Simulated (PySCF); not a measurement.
System: C$_{4}$H$_{4}$F$_{4}$OS (SMILES FC(F)C(F)(F)O[C@H]1CS1).

```yaml
atoms:
  - { symbol: F, position_ang: [-2.2712, 1.7130, 0.1299] }
  - { symbol: C, position_ang: [-2.2897, 0.3711, 0.1231] }
  - { symbol: F, position_ang: [-2.3986, -0.0423, 1.3936] }
  - { symbol: C, position_ang: [-0.9773, -0.1653, -0.4962] }
  - { symbol: F, position_ang: [-1.0721, -1.5164, -0.6020] }
  - { symbol: F, position_ang: [-0.9173, 0.2592, -1.7936] }
  - { symbol: O, position_ang: [0.0812, 0.2337, 0.2108] }
  - { symbol: C, position_ang: [1.3472, -0.1833, -0.2462] }
  - { symbol: C, position_ang: [2.4741, 0.0988, 0.6672] }
  - { symbol: S, position_ang: [2.0681, -1.6488, 0.5001] }
  - { symbol: H, position_ang: [-3.1595, 0.0200, -0.4526] }
  - { symbol: H, position_ang: [1.4680, -0.0879, -1.3211] }
  - { symbol: H, position_ang: [2.2284, 0.5385, 1.6238] }
  - { symbol: H, position_ang: [3.4178, 0.4091, 0.2409] }
```

Geometry: GFN2-xTB.

All numbers below come from PySCF 2.14.0, PBE0/pcSseg-1, SCF density, gas phase, non-relativistic.

What can the converged electron density and electron localisation function tell about the bonding?

C–O (1.33 Å): the density is about 2.5 e/Å³ at the midpoint; the ELF peaks at about 0.90 between the atoms, as expected for a polar covalent bond.
C–C (1.48 Å): the density is about 1.8 e/Å³ at the midpoint; the ELF peaks at about 0.95 between the atoms, as expected for localised, covalent bonding.
C–H (1.10 Å): the density is about 2.1 e/Å³ at the midpoint; the ELF climbs to about 1 towards the hydrogen, as it does in any bond to H: a covalent bond by its length.
C–O (1.41 Å): ρ at the midpoint is about 2 e/Å³, with its minimum of 1.7 e/Å³ about 0.5 Å from C; the ELF peaks at about 0.90 between the atoms; a shared but strongly polarised pair.

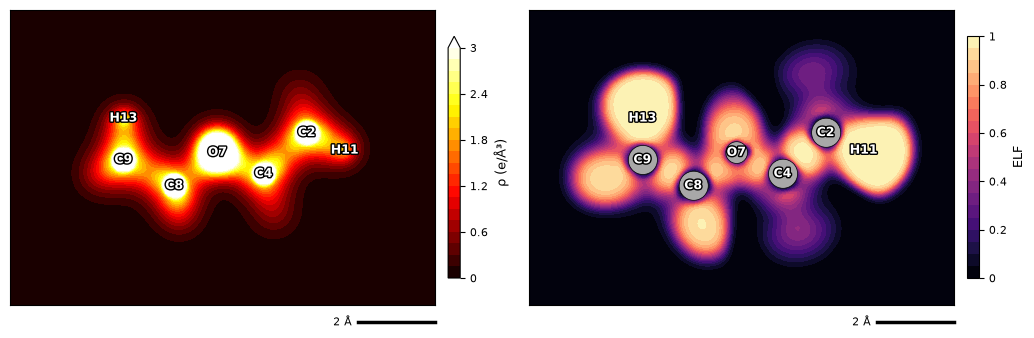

Computed electron density and electron localisation function on the plane of atoms C8, C9 and H13, in this order. Grey discs cover the atomic cores in the ELF map. 
